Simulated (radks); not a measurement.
Method: scalar-relativistic Kohn-Sham, PBE, spin-polarised, spherical densities, finite nucleus; computed with the in-house radial solver radks. The occupation of the 4d shell is varied from Tc⁺ ([Kr] 4d4 5s2 (high spin)) to Tc ([Kr] 4d5 5s2 (high spin)), with spherical fractional occupations. Wanted, and plotted below: the total energy less the straight line between the end points, and the eigenvalue of 4d↑ (the dashed line is minus the energy to take the whole electron out).

The curve is convex (below the straight line), with the largest deviation among the points computed, −1.29 eV, at 0.5. The end points differ by 12.8 eV, the energy to take the electron out. The eigenvalue, which is the slope of the energy (Janak's theorem), moves from −18.1 eV at 0 to −7.83 eV at 1; for a straight line it would stay constant, and a parabola would sag by an eighth of this change, scaled to a whole electron, 1.29 eV. Convexity is the mark of the delocalisation error, which puts fractional charges too low; for p, d and f shells the spherical spreading of the fraction adds to it. The shell lies under occupied ones, so the straight line is a guide here rather than an exact condition.

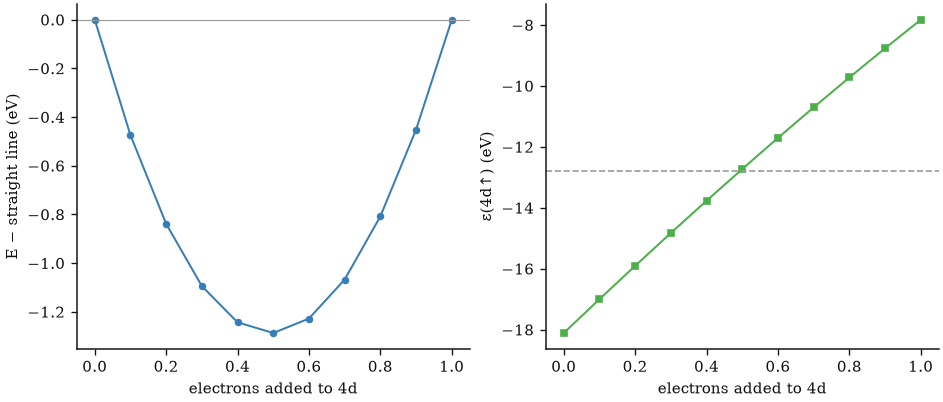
